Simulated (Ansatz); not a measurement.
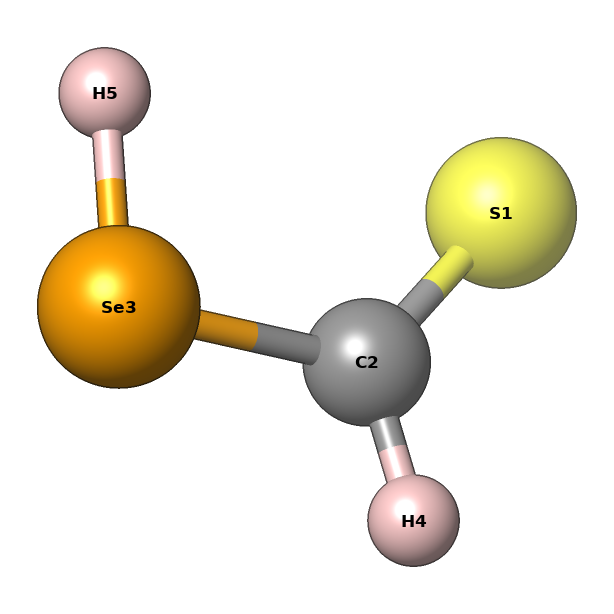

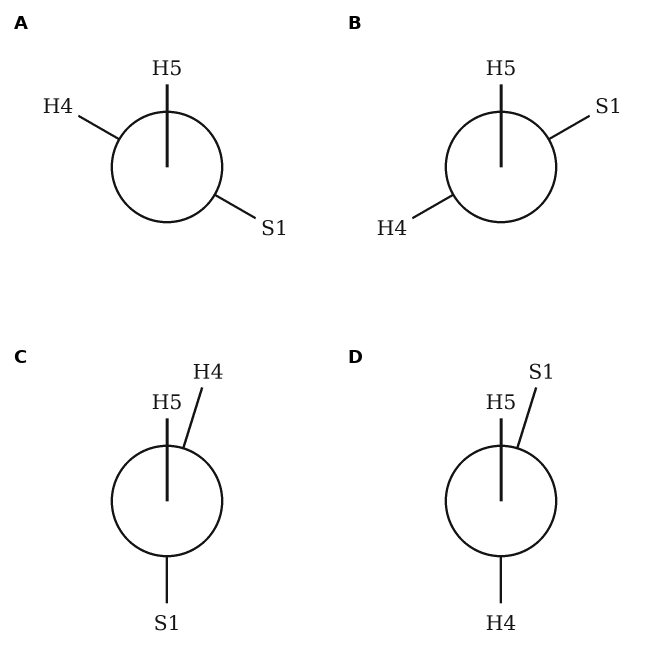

Atoms fade into the background with distance from the viewer. Bonds that would overlap in a projection are set slightly apart. Computed geometry: PBE0-D4/def2-TZVP optimisation. No frequency run is at hand to confirm it as a minimum.

**Which Newman projection shows the view along Se3–C2, with Se3 in front?**

D. The torsion angle H5–Se3–C2–S1 is 0°, synperiplanar (eclipsed).
